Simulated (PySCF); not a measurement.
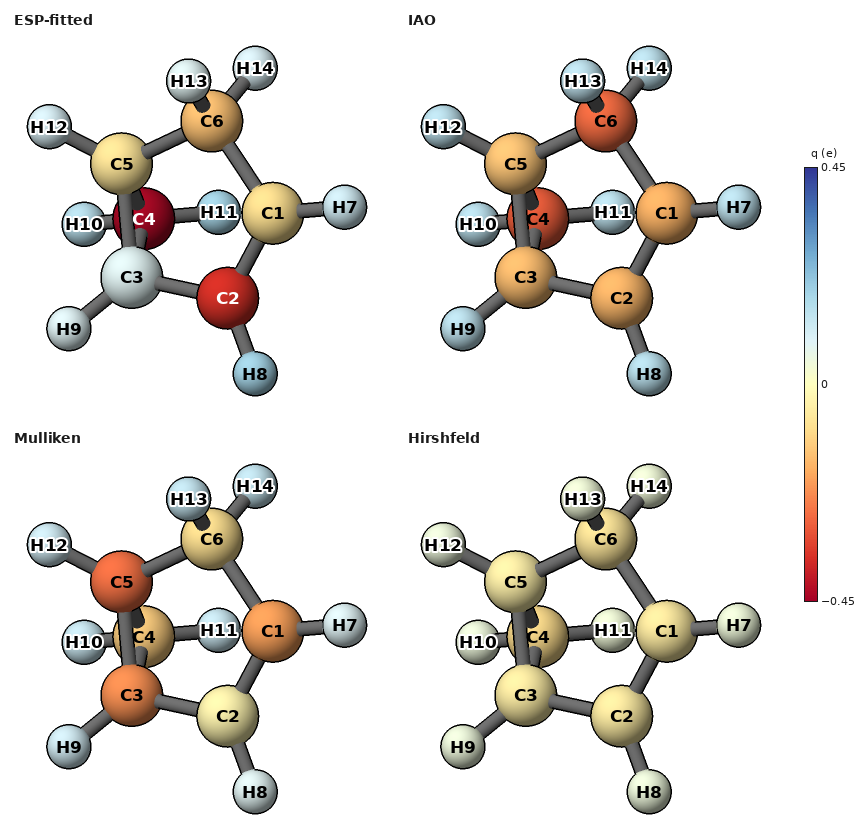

Atomic charges of one calculation by 4 schemes, on one colour scale. The geometry was computed by an optimisation with GFN2-xTB. No frequency run is at hand to confirm it as a minimum. Method: PBE0/pcSseg-1 (PySCF 2.14.0).

On which atom do the schemes disagree most?

On C2 (from −0.36 to −0.03 e); C4 (from −0.43 to −0.09 e).

List the charges (e), one line for each set of equivalent atoms.

```
atom  ESP-fitted    IAO  Mulliken  Hirshfeld
  C1       −0.09  −0.17     −0.19      −0.05
  C2       −0.36  −0.16     −0.03      −0.05
  C3        0.08  −0.15     −0.22      −0.05
  C4       −0.43  −0.29     −0.12      −0.09
  C5       −0.07  −0.14     −0.26      −0.04
  C6       −0.14  −0.27     −0.09      −0.07
  H7        0.11   0.15      0.09       0.04
  H8        0.19   0.15      0.08       0.05
  H9        0.09   0.15      0.11       0.05
 H10        0.15   0.15      0.12       0.05
 H11        0.19   0.14      0.13       0.04
 H12        0.10   0.15      0.11       0.05
 H13        0.08   0.14      0.13       0.04
 H14        0.10   0.14      0.13       0.04
```
